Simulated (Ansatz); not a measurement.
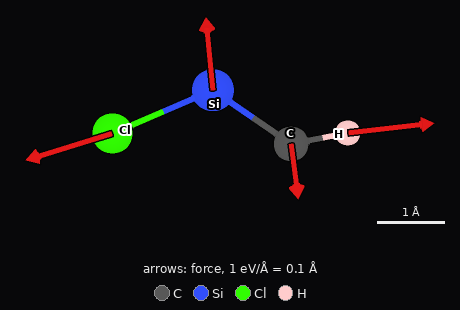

Starting geometry of CHClSi with the computed forces as red arrows. The picture is a ball-and-stick view, seen at a tilt.

It is one of the separated reactants of a reaction.

Level of theory: Ansatz, RKS PBE-D4/def2-SVP.

The input:
```yaml
crystal:
  periodic: [false, false, false]
  atoms:
    - {symbol: C, position_ang: [0.363175, 0.716050, 0.058641]}
    - {symbol: Si, position_ang: [-0.603617, -0.357856, 0.033832]}
    - {symbol: Cl, position_ang: [-0.007444, -1.942252, -0.309021]}
    - {symbol: H, position_ang: [0.247887, 1.584059, 0.216548]}
basis:
  gaussian: {orbitals: def2-SVP}
hamiltonian: {xc: pbe, dispersion: d4}
relax: {f_tol: 0.03, max_steps: 250}
```

Run as
```bash
ansatz run in.yaml --threads 2 --pin off --events-out ev --progress --plain --max-ram 4352MiB
```

Q: What follows when this structure is relaxed?

A: It isn't relaxed: the largest force vector, on Cl3, is 14.62 eV/Å. The final displacements follow the starting forces only in part (cosine between the two patterns 0.68). Over 7 geometry steps the energy falls by 473.3 kJ/mol. Largest force component: 14 eV/Å at the start, 0.0069 eV/Å at the end. Cl3 moves most after the best rigid fit: 0.51 Å. Largest moves by element: Cl 0.51 Å, H 0.41 Å, C 0.20 Å, Si 0.11 Å. Among the contacts that change: Si2–Cl3 1.727 → 2.061 Å, C1–Si2 1.445 → 1.675 Å, C1–H4 0.890 → 1.102 Å. Bond angles that change, for instance: C1–Si2–Cl3 117.0° → 131.6°, Si2–C1–H4 129.9° → 137.9°.
